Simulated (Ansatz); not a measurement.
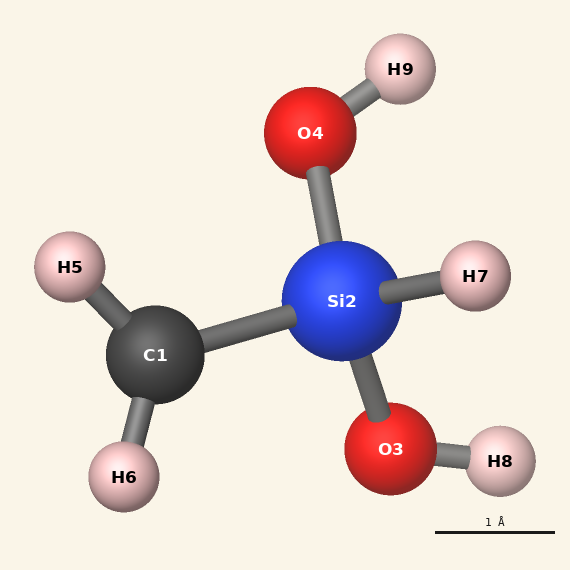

The atoms are numbered. The species is neutral and a spin doublet. The geometry was computed by an optimisation with PBE0-D4/def2-TZVP. No frequency run is at hand to confirm it as a minimum.

**What is the geometry at C1?**

C1 has 3 neighbours (Si2 at 1.83, H5 at 1.08, H6 at 1.08 Å); the arrangement is trigonal planar.

**Describe the coordination of atom 4.**

O4 has 2 neighbours (Si2 at 1.64, H9 at 0.96 Å); the arrangement is bent.

**How are the neighbours of atom 3 arranged?**

O3 has 2 neighbours (Si2 at 1.64, H8 at 0.96 Å); the arrangement is bent.

**Describe the coordination of atom 2.**

Si2 has 4 neighbours (C1 at 1.83, O3 at 1.64, O4 at 1.64, H7 at 1.49 Å); the arrangement is tetrahedral.
